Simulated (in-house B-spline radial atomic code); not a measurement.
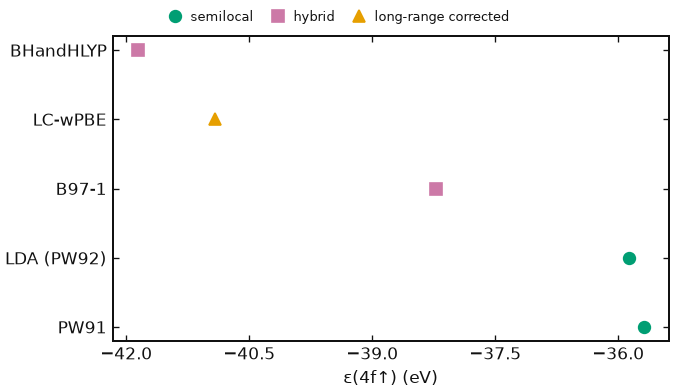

Gd³⁺ (Z = 64, 61 electrons); electrons: [Xe] 4f7 (high spin). All runs are scalar-relativistic, spin-polarised and spherical, computed with an in-house B-spline radial code (spin-free X2C). The plot shows the eigenvalue (eV) of the 4f up orbital by 5 methods.

> Rank the methods.

The deepest is BHandHLYP (−41.9) and the shallowest PW91 (−35.7), a spread of 6.17 eV. In order (eV): BHandHLYP (−41.9), LC-wPBE (−40.9), B97-1 (−38.2), LDA (PW92) (−35.9), PW91 (−35.7). On the whole, exact exchange removes self-interaction and deepens occupied levels.
